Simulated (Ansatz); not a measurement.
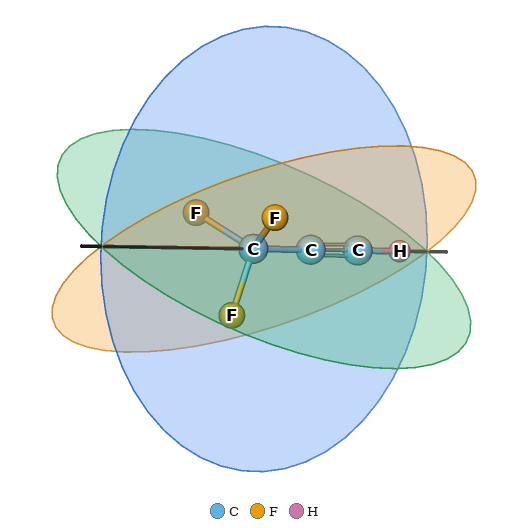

All proper rotation axes (lines) and mirror planes (discs) of the structure are drawn in. Atoms fade into the background with distance from the viewer. Computed geometry: PBE0-D4/def2-TZVP optimisation.

### Name the symmetry elements and the point group.

It has 1 C3 axis and 3 mirror planes. Point group C3v. The group has 6 operations. The geometry is achiral, and symmetry allows a dipole moment.
